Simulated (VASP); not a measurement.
# NiSb (Breithauptite) with r2SCAN + rVV10: from relaxation to properties, part 8 of 11

What structure does NiSb (Breithauptite) take at this level, and what are its properties? The start is a cell from a database of measured crystal structures.

VASP 6.6.1, plane waves and PAW; the level of theory is named at each step.

Still holding for the runs below: This run allows spin, but its moments start at zero, where symmetry between the spins tends to hold them, although Ni can carry a moment. The k-mesh is coarse for a metal.

So far. Step 8 (Relaxing cell and atoms (r2SCAN + rVV10)): It ends with forces that vanish by symmetry and a pressure of -0.03 GPa. Step 9 (Density, ELF and potential (r2SCAN + rVV10)): In this run the pressure is 0.03 GPa, small enough to go on. The relaxed cell has a = 3.916, c = 5.109 Å (conventional setting).

The database entry behind the starting cell differs from later determinations by our own check (c about 0.3 % short), so it need not match the best structure at ambient conditions.

### 10. Bands along the symmetry lines (r2SCAN + rVV10)

Level of this step: r2SCAN with rVV10, zero-moment start; plane waves and PAW (Ni, Sb) (VASP).

The mesh alone shows little of the dispersion and can miss band extrema, so KPOINTS_OPT adds a path through the symmetry points after the self-consistent cycle.

File INCAR:

```
SYSTEM = NiSb
PREC = Accurate
ENCUT = 400
EDIFF = 1E-06
NELM = 100
ISMEAR = 0
SIGMA = 0.05
LREAL = .FALSE.
ALGO = Normal
METAGGA = R2SCAN
LUSE_VDW = .TRUE.
IVDW_NL = 2
BPARAM = 11.95
CPARAM = 0.0093
LASPH = .TRUE.
NBANDS = 31
ISPIN = 2
MAGMOM = -0 -0 -0 -0
LMAXMIX = 4
LORBIT = 11
LWAVE = .FALSE.
LCHARG = .FALSE.
KPAR = 8
```

File POSCAR:

```
NiSb
1.0
    3.9163346526      0.0000000000      0.0000000000
   -1.9581673263      3.3916452989      0.0000000000
    0.0000000000      0.0000000000      5.1088173777
Ni Sb
2 2
Direct
    0.0000000000      0.0000000000      0.0000000000
    0.0000000000      0.0000000000      0.5000000000
    0.3333333333      0.6666666667      0.2500000000
    0.6666666667      0.3333333333      0.7500000000
```

File KPOINTS:

```
Automatic mesh
0
Gamma
7 7 5
0 0 0
```

File KPOINTS_OPT:

```
Line mode
16
Line-mode
Reciprocal
  0.00000000   0.00000000   0.00000000 GAMMA
  0.50000000   0.00000000   0.00000000 M

  0.50000000   0.00000000   0.00000000 M
  0.33333333   0.33333333   0.00000000 K

  0.33333333   0.33333333   0.00000000 K
  0.00000000   0.00000000   0.00000000 GAMMA

  0.00000000   0.00000000   0.00000000 GAMMA
  0.00000000   0.00000000   0.50000000 A

  0.00000000   0.00000000   0.50000000 A
  0.50000000   0.00000000   0.50000000 L

  0.50000000   0.00000000   0.50000000 L
  0.33333333   0.33333333   0.50000000 H

  0.33333333   0.33333333   0.50000000 H
  0.00000000   0.00000000   0.50000000 A

  0.50000000   0.00000000   0.50000000 L
  0.50000000   0.00000000   0.00000000 M

  0.33333333   0.33333333   0.00000000 K
  0.33333333   0.33333333   0.50000000 H
```

Potentials, in the order of the species: Ni and Sb (PBE family, release 64).

On the command line:

```
$ mpirun -np 8 vasp_std
```

Log:

```text
[... set-up lines as in an earlier step ...]
 entering main loop
       N       E                     dE             d eps       ncg     rms          rms(c)
Total rVV10 correction in eV:      0.7705156    41.0182314
Total rVV10 correction in eV:      0.7705156    41.0182314
Total rVV10 correction in eV:      0.7705156    41.0182314
Total rVV10 correction in eV:      0.7705156    41.0182314
Total rVV10 correction in eV:      0.7705156    41.0182314
Total rVV10 correction in eV:      0.7705156    41.0182314
Total rVV10 correction in eV:      0.7705156    41.0182314
Total rVV10 correction in eV:      0.7705156    41.0182314
DAV:   1     0.112071680380E+03    0.11207E+03   -0.10093E+04  3000   0.843E+02
DAV:   2    -0.685513534205E+02   -0.18062E+03   -0.16636E+03  3067   0.218E+02
DAV:   3    -0.802336073862E+02   -0.11682E+02   -0.11327E+02  3491   0.655E+01
DAV:   4    -0.804671793409E+02   -0.23357E+00   -0.23326E+00  3438   0.913E+00
DAV:   5    -0.804751050290E+02   -0.79257E-02   -0.79250E-02  3836   0.165E+00    0.131E+01
Total rVV10 correction in eV:      0.7342198    41.0182334
Total rVV10 correction in eV:      0.7342198    41.0182334
Total rVV10 correction in eV:      0.7342198    41.0182334
Total rVV10 correction in eV:      0.7342198    41.0182334
Total rVV10 correction in eV:      0.7342198    41.0182334
Total rVV10 correction in eV:      0.7342198    41.0182334
Total rVV10 correction in eV:      0.7342198    41.0182334
Total rVV10 correction in eV:      0.7342198    41.0182334
DAV:   6    -0.794982861266E+02    0.97682E+00   -0.19380E+01  3375   0.707E+01    0.176E+01
Total rVV10 correction in eV:      0.7491256    41.0182339
Total rVV10 correction in eV:      0.7491256    41.0182339
Total rVV10 correction in eV:      0.7491256    41.0182339
Total rVV10 correction in eV:      0.7491256    41.0182339
Total rVV10 correction in eV:      0.7491256    41.0182339
Total rVV10 correction in eV:      0.7491256    41.0182339
Total rVV10 correction in eV:      0.7491256    41.0182339
Total rVV10 correction in eV:      0.7491256    41.0182339
DAV:   7    -0.755716100018E+02    0.39267E+01   -0.59064E+00  3717   0.447E+01    0.354E+00
Total rVV10 correction in eV:      0.7471466    41.0182335
Total rVV10 correction in eV:      0.7471466    41.0182335
Total rVV10 correction in eV:      0.7471466    41.0182335
Total rVV10 correction in eV:      0.7471466    41.0182335
Total rVV10 correction in eV:      0.7471466    41.0182335
Total rVV10 correction in eV:      0.7471466    41.0182335
Total rVV10 correction in eV:      0.7471466    41.0182335
Total rVV10 correction in eV:      0.7471466    41.0182335
DAV:   8    -0.756654697505E+02   -0.93860E-01   -0.59168E-01  4227   0.888E+00    0.284E+00
Total rVV10 correction in eV:      0.7437859    41.0182335
Total rVV10 correction in eV:      0.7437859    41.0182335
Total rVV10 correction in eV:      0.7437859    41.0182335
Total rVV10 correction in eV:      0.7437859    41.0182335
Total rVV10 correction in eV:      0.7437859    41.0182335
Total rVV10 correction in eV:      0.7437859    41.0182335
Total rVV10 correction in eV:      0.7437859    41.0182335
Total rVV10 correction in eV:      0.7437859    41.0182335
DAV:   9    -0.756157967473E+02    0.49673E-01   -0.12174E-01  3837   0.500E+00    0.486E-01
Total rVV10 correction in eV:      0.7441845    41.0182335
Total rVV10 correction in eV:      0.7441845    41.0182335
Total rVV10 correction in eV:      0.7441845    41.0182335
Total rVV10 correction in eV:      0.7441845    41.0182335
Total rVV10 correction in eV:      0.7441845    41.0182335
Total rVV10 correction in eV:      0.7441845    41.0182335
Total rVV10 correction in eV:      0.7441845    41.0182335
Total rVV10 correction in eV:      0.7441845    41.0182335
DAV:  10    -0.756159739048E+02   -0.17716E-03   -0.58606E-03  4660   0.641E-01    0.232E-01
Total rVV10 correction in eV:      0.7450154    41.0182335
Total rVV10 correction in eV:      0.7450154    41.0182335
Total rVV10 correction in eV:      0.7450154    41.0182335
Total rVV10 correction in eV:      0.7450154    41.0182335
Total rVV10 correction in eV:      0.7450154    41.0182335
Total rVV10 correction in eV:      0.7450154    41.0182335
Total rVV10 correction in eV:      0.7450154    41.0182335
Total rVV10 correction in eV:      0.7450154    41.0182335
DAV:  11    -0.756161540770E+02   -0.18017E-03   -0.11321E-03  3904   0.277E-01    0.703E-02
Total rVV10 correction in eV:      0.7449931    41.0182335
Total rVV10 correction in eV:      0.7449931    41.0182335
Total rVV10 correction in eV:      0.7449931    41.0182335
Total rVV10 correction in eV:      0.7449931    41.0182335
Total rVV10 correction in eV:      0.7449931    41.0182335
Total rVV10 correction in eV:      0.7449931    41.0182335
Total rVV10 correction in eV:      0.7449931    41.0182335
Total rVV10 correction in eV:      0.7449931    41.0182335
DAV:  12    -0.756161832091E+02   -0.29132E-04   -0.10772E-04  4171   0.103E-01    0.504E-02
Total rVV10 correction in eV:      0.7449848    41.0182335
Total rVV10 correction in eV:      0.7449848    41.0182335
Total rVV10 correction in eV:      0.7449848    41.0182335
Total rVV10 correction in eV:      0.7449848    41.0182335
Total rVV10 correction in eV:      0.7449848    41.0182335
Total rVV10 correction in eV:      0.7449848    41.0182335
Total rVV10 correction in eV:      0.7449848    41.0182335
Total rVV10 correction in eV:      0.7449848    41.0182335
DAV:  13    -0.756161674099E+02    0.15799E-04   -0.70914E-06  3682   0.337E-02    0.250E-02
Total rVV10 correction in eV:      0.7450024    41.0182335
Total rVV10 correction in eV:      0.7450024    41.0182335
Total rVV10 correction in eV:      0.7450024    41.0182335
Total rVV10 correction in eV:      0.7450024    41.0182335
Total rVV10 correction in eV:      0.7450024    41.0182335
Total rVV10 correction in eV:      0.7450024    41.0182335
Total rVV10 correction in eV:      0.7450024    41.0182335
Total rVV10 correction in eV:      0.7450024    41.0182335
DAV:  14    -0.756161567993E+02    0.10611E-04   -0.67740E-06  4234   0.415E-02    0.123E-02
Total rVV10 correction in eV:      0.7450154    41.0182335
Total rVV10 correction in eV:      0.7450154    41.0182335
Total rVV10 correction in eV:      0.7450154    41.0182335
Total rVV10 correction in eV:      0.7450154    41.0182335
Total rVV10 correction in eV:      0.7450154    41.0182335
Total rVV10 correction in eV:      0.7450154    41.0182335
Total rVV10 correction in eV:      0.7450154    41.0182335
Total rVV10 correction in eV:      0.7450154    41.0182335
DAV:  15    -0.756161573876E+02   -0.58827E-06   -0.11941E-06  2062   0.678E-03
Total rVV10 correction in eV:      0.7450360    41.0182335
Total rVV10 correction in eV:      0.7450360    41.0182335
Total rVV10 correction in eV:      0.7450360    41.0182335
Total rVV10 correction in eV:      0.7450360    41.0182335
Total rVV10 correction in eV:      0.7450360    41.0182335
Total rVV10 correction in eV:      0.7450360    41.0182335
Total rVV10 correction in eV:      0.7450360    41.0182335
Total rVV10 correction in eV:      0.7450360    41.0182335
Total rVV10 correction in eV:      0.7450246    41.0182335
Total rVV10 correction in eV:      0.7450246    41.0182335
Total rVV10 correction in eV:      0.7450246    41.0182335
Total rVV10 correction in eV:      0.7450246    41.0182335
Total rVV10 correction in eV:      0.7450246    41.0182335
Total rVV10 correction in eV:      0.7450246    41.0182335
Total rVV10 correction in eV:      0.7450246    41.0182335
Total rVV10 correction in eV:      0.7450246    41.0182335
   1 F= -.75616157E+02 E0= -.75615471E+02  d E =-.137230E-02  mag=    -0.0000
 Start KPOINTS_OPT (optional k-point list driver)
k-point batch [1-24\144]
       N       E                     dE             ncg
DAV:   1     0.905754152532E+04   -0.38919E+04     2984
DAV:   2     0.477943559041E+04   -0.42781E+04     3117
DAV:   3     0.450358655392E+04   -0.27585E+03     3420
DAV:   4     0.449800717512E+04   -0.55794E+01     3678
DAV:   5     0.449780170197E+04   -0.20547E+00     3673
DAV:   6     0.449779225788E+04   -0.94441E-02     4186
DAV:   7     0.449779218708E+04   -0.70798E-04     3912
DAV:   8     0.449779218670E+04   -0.37947E-06     2707
[...]
k-point batch [121-144\144]
       N       E                     dE             ncg
DAV:   1     0.883811221122E+04   -0.12493E+05     2976
DAV:   2     0.464846668804E+04   -0.41896E+04     3074
DAV:   3     0.438848361290E+04   -0.25998E+03     3550
DAV:   4     0.438315456587E+04   -0.53290E+01     3521
DAV:   5     0.438295728027E+04   -0.19729E+00     3936
DAV:   6     0.438294779941E+04   -0.94809E-02     3945
DAV:   7     0.438294766069E+04   -0.13872E-03     4031
DAV:   8     0.438294765472E+04   -0.59712E-05     2640
DAV:   9     0.438294765461E+04   -0.10170E-06     2296
```

Wall time 3.4 min (8 MPI ranks of Intel Xeon Platinum 8488C (Sapphire Rapids), shared host); peak memory 3.1 GiB.

OUTCAR, selected parts (step 10):

```text
   k-points           NKPTS =     24   k-points in BZ     NKDIM =     24   number of bands    NBANDS=     31

   NELECT =      30.0000    total number of electrons

 E-fermi :  10.0676

 spin component 1
 k-point     1 :       0.0000    0.0000    0.0000
  band No.  band energies     occupation
    ...
      9       7.8238      1.00000
     10       7.8239      1.00000
     11       8.6547      1.00000
     12       8.6547      1.00000
     13      10.0015      0.96922
     14      10.6565      0.00000
     15      10.6565      0.00000
     16      12.6718      0.00000
     17      12.6719      0.00000
     18      13.6318      0.00000
    ...

 k-point     2 :       0.1429   -0.0000    0.0000
  band No.  band energies     occupation
    ...
     11       8.6349      1.00000
     12       8.6550      1.00000
     13       9.1649      1.00000
     14       9.8497      1.00000
     15       9.9129      0.99999
     16      11.8559      0.00000
     17      13.3891      0.00000
     18      13.9019      0.00000
     19      15.1496      0.00000
     20      16.0854      0.00000
    ...

  Total       -0.0268783     -0.0268783      0.0344909      0.0000000     -0.0000000      0.0000000
  in kB       -0.6346021     -0.6346021      0.8143374      0.0000000     -0.0000000      0.0000000
  external PRESSURE =      -0.1516223 kB  Pullay stress =       0.0000000 kB

 POSITION                                       TOTAL-FORCE (eV/Angst)
 -----------------------------------------------------------------------------------
      0.00000      0.00000      0.00000        -0.000000      0.000000     -0.000000
      0.00000      0.00000      2.55441        -0.000000      0.000000     -0.000000
     -0.00000      2.26110      1.27720         0.000000      0.000000      0.000000
      1.95817      1.13055      3.83161        -0.000000      0.000000      0.000000
 -----------------------------------------------------------------------------------
    total drift:                               -0.000000      0.000000      0.000000

  FREE ENERGIE OF THE ION-ELECTRON SYSTEM (eV)
  ---------------------------------------------------
  free  energy   TOTEN  =       -75.6161573876 eV

  energy  without entropy=      -75.6147850883  energy(sigma->0) =      -75.61547124

 magnetization (x)
# of ion       s       p       d       tot
------------------------------------------
    1        0.000  -0.000   0.000   0.000
    2        0.000  -0.000   0.000   0.000
    3        0.000  -0.000  -0.000  -0.000
    4        0.000  -0.000  -0.000  -0.000
--------------------------------------------------
tot          0.000  -0.000   0.000  -0.000

[... 9 parts as in an earlier step ...]

[... 8 further parts left out ...]
```

Spin-orbit coupling is off here; with elements this heavy it splits and shifts levels by tenths of an eV or more.

This step gave:

- bands: 31
- pressure: -0.01516 GPa

Both spin channels agree. Electronic bands along the path, in eV, zero at the Fermi level; # counts the bands kept, so #1 is VASP's band 2:

| point | #11 | #12 | #13 | #14 | #15 | #16 | #17 | #18 |
| --- | --- | --- | --- | --- | --- | --- | --- | --- |
| Γ | -1.41 | -0.07 | 0.59 | 0.59 | 2.60 | 2.60 | 3.56 | 4.36 |
| M | -1.96 | -1.69 | -1.49 | -1.41 | -0.23 | 1.19 | 3.68 | 4.22 |
| K | -1.71 | -1.46 | -1.46 | -0.66 | -0.66 | 0.82 | 0.82 | 3.04 |
| Γ | -1.41 | -0.07 | 0.59 | 0.59 | 2.60 | 2.60 | 3.56 | 4.36 |
| A | -2.26 | 0.42 | 0.42 | 2.19 | 2.19 | 2.19 | 2.19 | 5.60 |
| L | -2.07 | -1.96 | -1.96 | 0.19 | 0.19 | 1.88 | 1.88 | 5.59 |
| H | -2.18 | -1.43 | -1.43 | -1.42 | -1.42 | 4.54 | 4.54 | 7.79 |
| A | -2.26 | 0.42 | 0.42 | 2.19 | 2.19 | 2.19 | 2.19 | 5.60 |
| jump to L | -2.07 | -1.96 | -1.96 | 0.19 | 0.19 | 1.88 | 1.88 | 5.59 |
| M | -1.96 | -1.69 | -1.49 | -1.41 | -0.23 | 1.19 | 3.68 | 4.22 |
| jump to K | -1.71 | -1.46 | -1.46 | -0.66 | -0.66 | 0.82 | 0.82 | 3.04 |
| H | -2.18 | -1.43 | -1.43 | -1.42 | -1.42 | 4.54 | 4.54 | 7.79 |

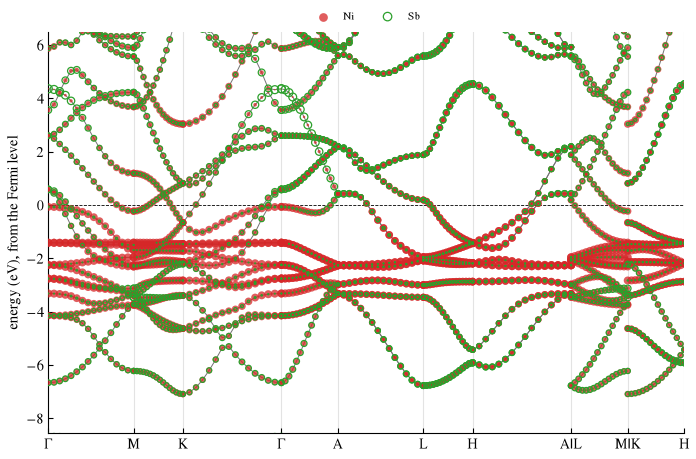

Electronic bands along the path; dots are coloured as in the legend, and their area grows with the weight.

There is no gap at this level.

[end of part 8 of 11]

[Lines on the potential files, build, host, timing and source positions are cut from VASP's logs without a mark.]

[Logs are printed without paths, hosts, clocks, repeated set-up lines and the standing remarks that a program may print on its own settings, such as how far it seeks lower states.]

[Hosts, paths, dates, database ids (printed as entryN), source tags and the programs' standing remarks are cut or masked in the printed files.]

[A measured line is paired with the nearest computed mode of its activity, which favours agreement.]
